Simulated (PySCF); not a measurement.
# C4H16B2N2: the cost of one run

Computed with PySCF 2.14.0, with density-fitted response routines of our own, on a single molecule in the gas phase. Atoms count from 0, in the outputs and in this text.

### 1 The starting structure

24 atoms, charge 0, multiplicity 1; geometry from: GFN2-xTB.

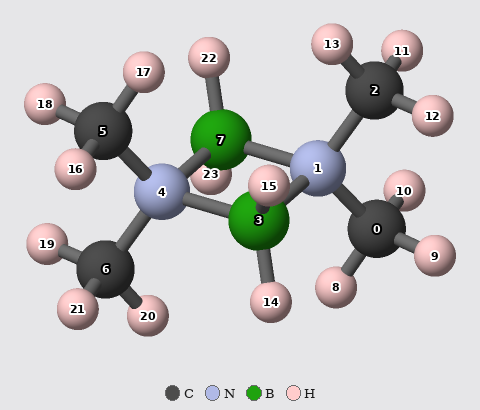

The starting geometry (carbon dark grey, nitrogen light blue, boron green, hydrogen pink), atoms numbered; sticks join atoms by distance.

### 2 Relaxing the molecule at PBE0-D3(BJ)/def2-SVP

What the job is given:

```
{"job": {"xc": "PBE0", "basis": "def2-SVP", "d3": "d3bj", "grid": 1, "kind": "geom"}, "charge": 0, "multiplicity": 1}
C      1.909260    -0.223160    -1.311570
N      1.148320    -0.061450    -0.082700
C      2.085140     0.009490     1.033140
B     -0.050540    -1.092920     0.113060
N     -1.148710     0.060930     0.077460
C     -1.909200     0.224460     1.311430
C     -2.085200    -0.010800    -1.033000
B      0.050620     1.092920    -0.113070
H      1.231560    -0.277920    -2.158480
H      2.500010    -1.142780    -1.277350
H      2.581840     0.624880    -1.459870
H      2.759740     0.861430     0.910720
H      2.677910    -0.906230     1.093250
H      1.540800     0.129620     1.965240
H     -0.154280    -1.834050    -0.807420
H     -0.006410    -1.637140     1.165850
H     -2.581840    -0.624880     1.459870
H     -1.231380     0.281820     2.158080
H     -2.500010     1.142780     1.277350
H     -2.677910     0.906230    -1.093250
H     -1.540980    -0.133520    -1.964840
H     -2.759740    -0.861430    -0.910720
H      0.154490     1.834040     0.807410
H      0.006210     1.637150    -1.165840
```

Q: Estimate the wall time of this first job on 8 threads of Intel Xeon Platinum 8259CL at 2.50GHz (Skylake/Cascade Lake), shared host.

About 71 s.
